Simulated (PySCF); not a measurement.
System: C₅H₅Al, SMILES C#[C][Al]([CH3])[C]#C, singlet.

Simulated rotational absorption lines between 2 and 8 GHz at 3 K: rigid rotor with the equilibrium constants and dipole of one optimised conformer (PBE0-D3(BJ)/def2-SVP, PySCF), commonest isotopes; no centrifugal distortion, hyperfine structure, internal rotation or nuclear-spin weights; lines within 1 MHz of each other are summed. Lines of different type are drawn apart.

> What are the rotational constants, and what kind of rotor is it?

Rotational constants A, B, C = 3.505, 1.892, 1.238 GHz; Ray's κ = −0.42, an asymmetric top on the prolate side.

> Assign the strongest lines, as J(Ka,Kc).

| GHz | upper | lower | type | relative intensity |
| --- | --- | --- | --- | --- |
| 7.68 | 3(0,3) | 2(1,2) | b | 1.00 |
| 7.61 | 5(3,2) | 5(2,3) | b | 0.91 |
| 7.55 | 6(2,4) | 6(1,5) | b | 0.86 |
| 7.22 | 2(1,2) | 1(0,1) | b | 0.85 |
| 7.18 | 6(3,3) | 6(2,4) | b | 0.82 |
| 7.41 | 7(3,4) | 7(2,5) | b | 0.72 |

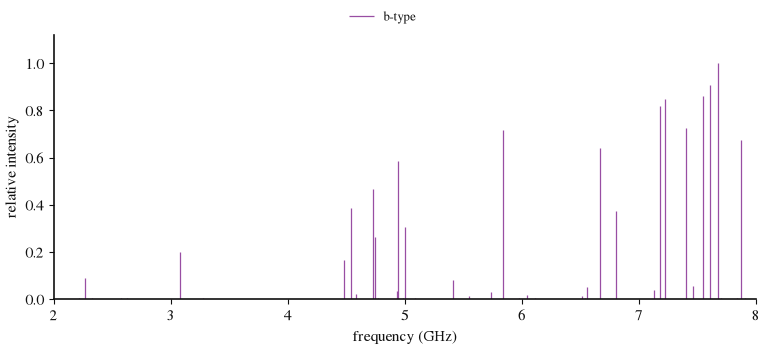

Note: coarse grid, loose stop and no frequency check, small forces are noise and the end may be a saddle.
